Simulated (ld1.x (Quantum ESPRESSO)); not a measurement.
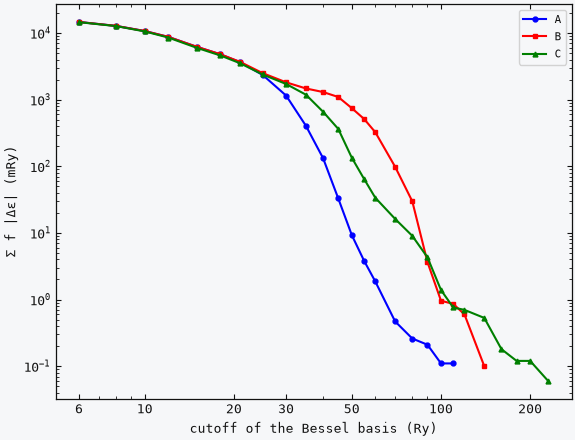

The occupation-weighted error of the valence levels in a spherical-Bessel basis for 3 variants of one potential.

Base settings:

- Element: chromium
- Generator: ld1.x (Quantum ESPRESSO) 7.5
- Type: norm-conserving RRKJ (Kleinman–Bylander form)
- Functional: PBE
- Relativity: scalar-relativistic
- Frozen core: [Ne] 3s2
- Valence charge: 12
- Reference configuration: 3p6 3d5 4s1 4p0
- Partial waves: 4s (bound): rc 2.90 bohr; 3p (bound): rc 1.40 bohr; 3d (bound): rc 1.90 bohr
- Local potential: all-electron potential smoothed inside 1.20 bohr (lloc = -1)
- Core correction: none
- rho0: 0.01

Question: Match the curves to these variants:
1. base
2. all radii scaled by 0.84 (s 2.44, p 1.18, d 1.60 bohr)
3. waves 3d (bound): rc 1.34 bohr

Answer: A = 1, B = 3, C = 2.

Question: What did the other tests of these runs give?

Answer: A: loose cutoff 50 Ry; bound ghosts s; largest test error +988 meV. B: loose cutoff 90 Ry; bound ghosts s; largest test error -59 meV. C: loose cutoff 80 Ry; bound ghosts s; largest test error +454 meV. The loose cutoff is the first of the cutoffs, on a coarse ladder, from which the occupation-weighted sum of valence levels, in a spherical-Bessel basis at the reference potential, stays within 10 and 1 mRy of its value at 400 Ry.
